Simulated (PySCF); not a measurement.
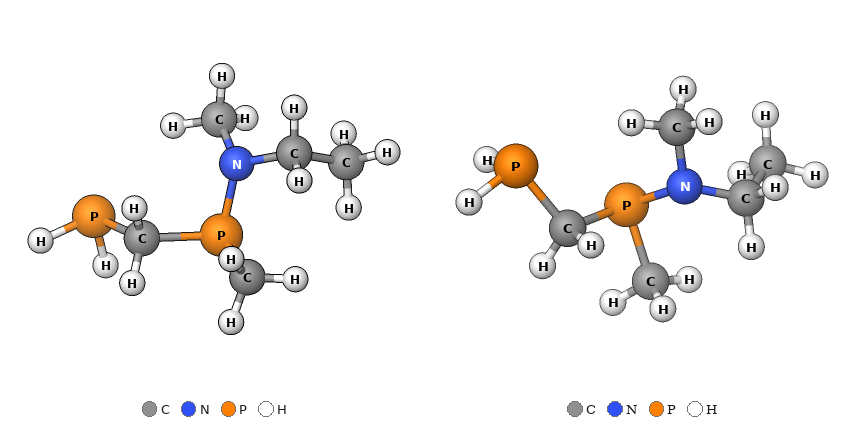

Two views of one molecule.

The computed structure is the end point of a PBE0-D3(BJ)/def2-SVP optimisation. No frequency run is at hand to confirm it as a minimum.

> Count the atoms of each element.

C5H15NP2, 23 atoms: 5 carbon, 15 hydrogen, 1 nitrogen and 2 phosphorus.

> Which point group does it belong to?

C1.

> Does it have rings?

It has no ring.

> Count the bonded pairs by element.

13 C–H, 3 C–P, 2 C–N, 2 P–H, 1 C–C, 1 N–P.

More results for the same structure follow; atom numbers are the same in all pictures, views and colours differ.

**Geometry**

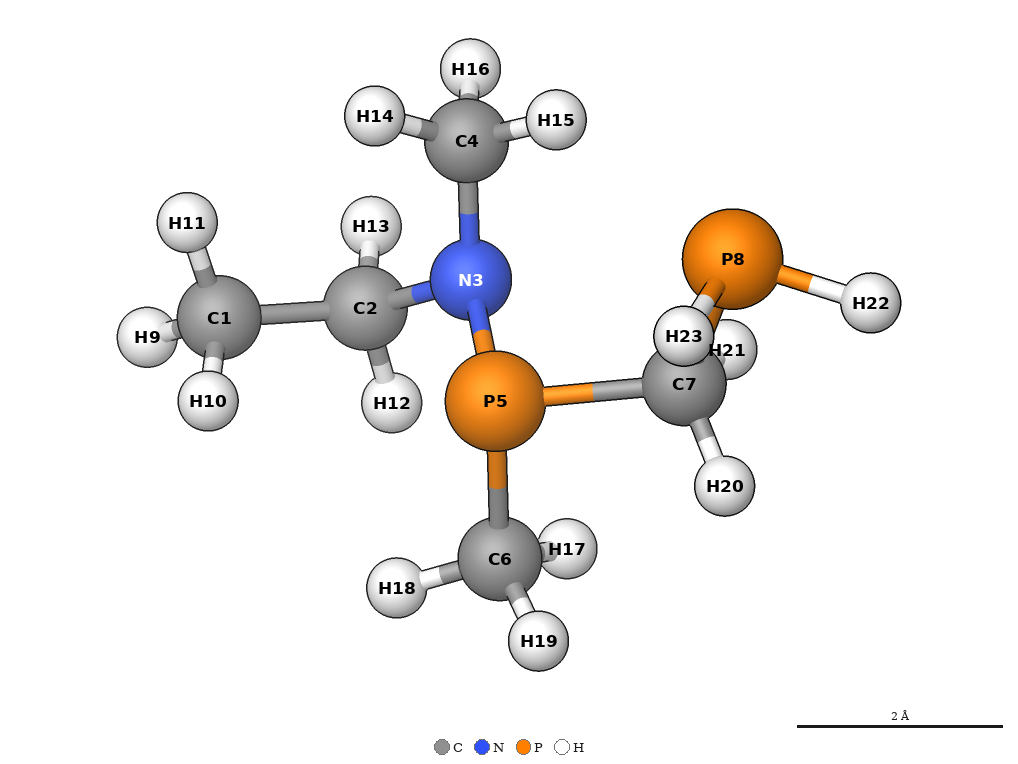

Numbered structure. No frequency run is at hand to confirm it as a minimum.

> What is the geometry at C4?

C4 has 4 neighbours (N3 at 1.45, H14 at 1.11, H15 at 1.10, H16 at 1.10 Å); the arrangement is tetrahedral.

> What is the geometry at P5?

P5 has 3 neighbours (N3 at 1.76, C6 at 1.84, C7 at 1.87 Å); the arrangement is trigonal pyramidal.

> Describe the coordination of atom 2.

C2 has 4 neighbours (C1 at 1.53, N3 at 1.45, H12 at 1.10, H13 at 1.10 Å); the arrangement is tetrahedral.

> Describe the coordination of atom 8.

P8 has 3 neighbours (C7 at 1.86, H22 at 1.43, H23 at 1.43 Å); the arrangement is trigonal pyramidal.

> What is the dihedral angle N3–P5–C7–P8?

93° in size, that is about perpendicular.

**Excitation**

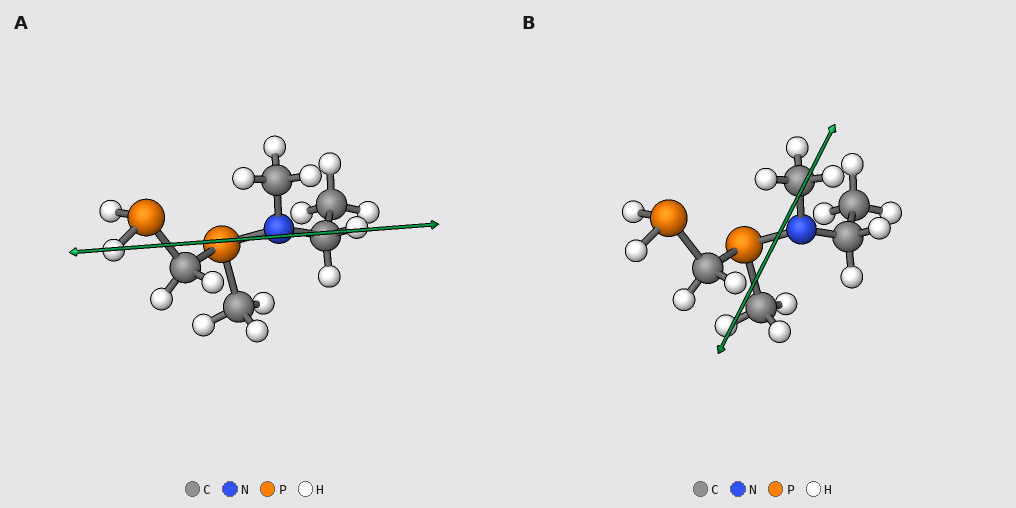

The double arrows show the directions of two transition dipoles from the ground state (lengths mean nothing). No frequency run is at hand to confirm it as a minimum. Properties computed with TDDFT PBE0/def2-SVPD, vertical, gas phase, core orbitals frozen in the response (PySCF 2.14.0).

> One belongs to singlet state 1 and one to singlet state 8. Which is which?

A: state 8, 6.36 eV (195 nm), oscillator strength 0.096, mainly HOMO−1 → LUMO+1 (weight 0.79).
B: state 1, 4.85 eV (256 nm), oscillator strength 0.027, mainly HOMO → LUMO (weight 0.92).

**Core levels**

No frequency run is at hand to confirm it as a minimum. Level of theory: delta-SCF UKS SCAN, pcX-2 on the ionised atom, pcseg-1 elsewhere, spin-free X2C (PySCF 2.14.0).

Give the core-electron binding energies (to vacuum; p and d levels without spin–orbit splitting) of C1 1s, C2 1s, N3 1s, C4 1s, P5 1s, P5 2p, C6 1s, C7 1s, P8 1s, P8 2p.

```json
{"atom": "C1", "level": "1s", "binding energy (eV)": "290.4"}
{"atom": "C2", "level": "1s", "binding energy (eV)": "291.2"}
{"atom": "N3", "level": "1s", "binding energy (eV)": "404.0"}
{"atom": "C4", "level": "1s", "binding energy (eV)": "291.0"}
{"atom": "P5", "level": "1s", "binding energy (eV)": "2149.9"}
{"atom": "P5", "level": "2p", "binding energy (eV)": "136.5"}
{"atom": "C6", "level": "1s", "binding energy (eV)": "290.3"}
{"atom": "C7", "level": "1s", "binding energy (eV)": "290.1"}
{"atom": "P8", "level": "1s", "binding energy (eV)": "2149.8"}
{"atom": "P8", "level": "2p", "binding energy (eV)": "136.5"}
```

**NMR shielding**

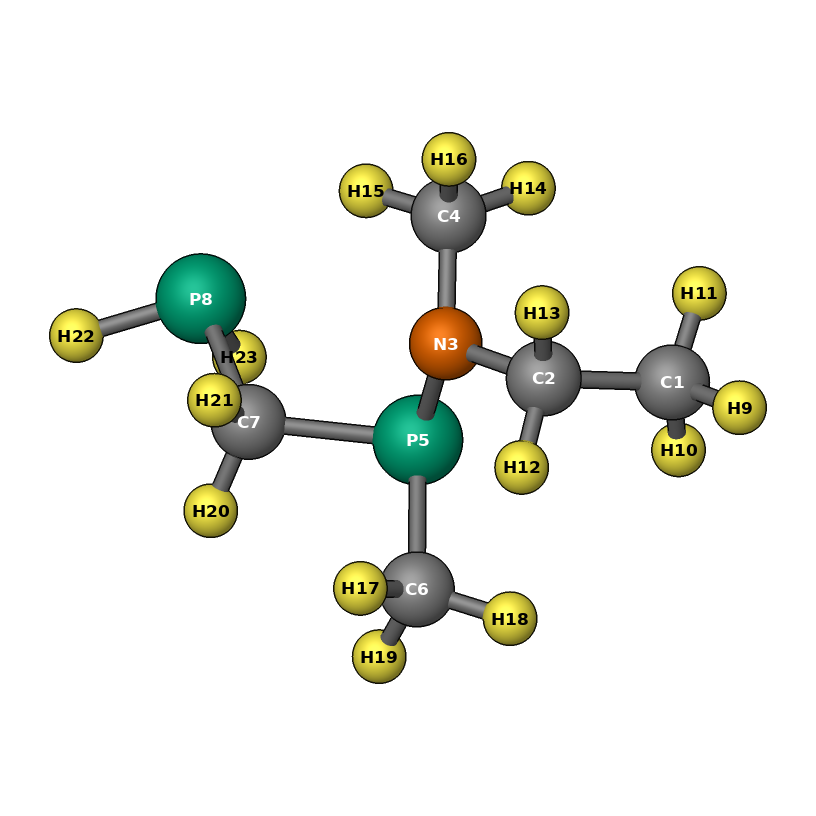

No frequency run is at hand to confirm it as a minimum. Properties computed with GIAO PBE0/pcSseg-1 NMR shielding, non-relativistic, IEF-PCM acetone (PySCF 2.14.0). Principal shieldings σ11 ≤ σ22 ≤ σ33, span Ω = σ33 − σ11, skew κ = 3(σiso − σ22)/Ω.

Give the shielding tensors of the N atoms.

```
atom    σ11    σ22    σ33   σiso     Ω      κ
  N3  167.2  229.4  258.2  218.2  91.0  −0.37
```

Shieldings and span in ppm.
